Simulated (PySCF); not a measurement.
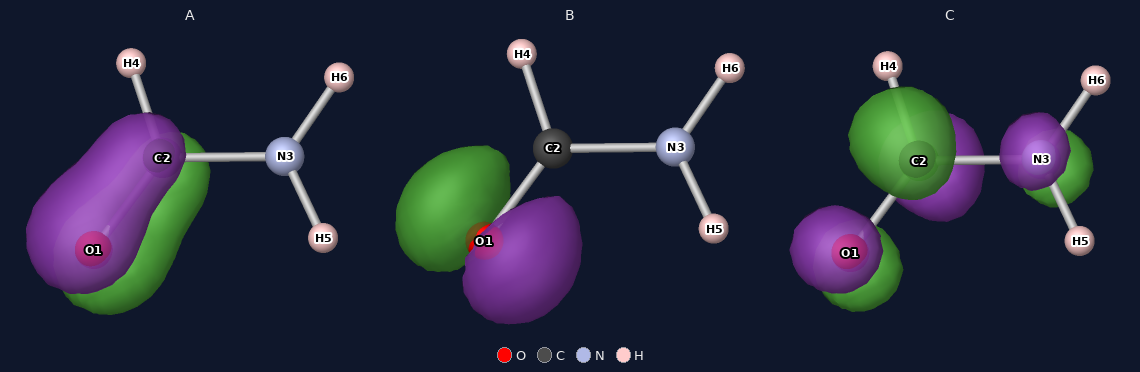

Figure 1: CH₃NO, SMILES `O=CN`. Intrinsic bond orbitals (IBO), occupied and valence-virtual; each surface holds about 70 % of the orbital's density. Energies are diagonal elements of the Fock matrix.

PySCF calculation, PBE/6-311G**, gas phase; geometry: GFN2-xTB. No frequency check shows the geometry to be a minimum.

Input

```python
import numpy as np
from pyscf import gto, scf, dft, lo
from pyscf.data.elements import chemcore

def solve(mol, dm0=None, hcore=None):
    mf = (dft.UKS if mol.spin else dft.RKS)(mol, xc='pbe')
    mf.grids.level = 3
    mf = mf.density_fit(auxbasis='def2-universal-jkfit')
    mf.conv_tol, mf.max_cycle = 1e-8, 80
    if hcore is not None:
        mf.get_hcore = lambda *args: hcore
    mf.kernel(dm0)
    if not mf.converged:
        mf = mf.newton().run(mf.mo_coeff, mf.mo_occ, max_cycle=30)
    assert mf.converged, 'SCF not converged'
    return mf

mol = gto.M(atom='''
O      1.18488     0.24401     0.00000
C      0.16103    -0.38449     0.00000
N     -1.07255     0.15551     0.00000
H      0.13097    -1.49012     0.00000
H     -1.16187     1.15930     0.00000
H     -1.90640    -0.40292     0.00000
''', basis='6-311g**', charge=0, spin=0, verbose=4)
mf = solve(mol)
occ_all = mf.mo_coeff[:, mf.mo_occ > 0]
occ = occ_all[:, chemcore(mol):]
loc = lo.ibo.ibo(mol, occ, iaos=lo.iao.iao(mol, occ_all))
fock, s = mf.get_fock(), mf.get_ovlp()
ortho = lo.orth_ao(mol, 'meta_lowdin')
ortho = lo.vec_lowdin(lo.iao.iao(mol, occ_all), s)
labels = lo.iao.reference_mol(mol).ao_labels(fmt=None)
vir = lo.vvo.livvo(mol, occ_all, mf.mo_coeff[:, mf.mo_occ == 0])
both = np.hstack([loc, vir])
p = (ortho.T @ s @ both) ** 2
pop = np.array([p[[l[0] == a for l in labels]].sum(0) for a in range(mol.natm)])
spd = np.array([[p[[l[0] == a and l[2][-1] == k for l in labels]].sum(0) for k in 'spd'] for a in range(mol.natm)])
eps = np.einsum('pi,pq,qi->i', both, fock, both)
for i in np.argsort(eps):
    top = np.argsort(-pop[:, i])[:3]
    print('%3d %s %9.4f Eh ' % (i + 1, 'occ' if i < loc.shape[1] else 'vir', eps[i]), '  '.join('%s%d %.3f' % (mol.atom_symbol(a), a + 1, pop[a, i]) for a in top))
np.savez('result.npz', c=both, nocc=loc.shape[1], pop=pop, spd=spd, eps=eps, e=mf.e_tot)
```

Command:

```sh
OMP_NUM_THREADS=1 python input.py
```

The run took 2.5 s on 1 thread of AMD EPYC 9R45 96-Core Processor (Zen 5) (shared host), peak memory 0.31 GiB.

Identify each orbital.

By panel:
- A: π bond O1–C2 (O1 69 %, C2 31 %; −8.6 eV)
- B: lone pair on O1 (p-type) (O1 91 %, C2 5 %; −6.5 eV)
- C: π* orbital C2–O1 (C2 56 %, O1 29 %, N3 15 %; 0.4 eV)

Which has the smallest and which the largest spatial spread?

Smallest: B (0.94 Å); largest: C (1.17 Å).
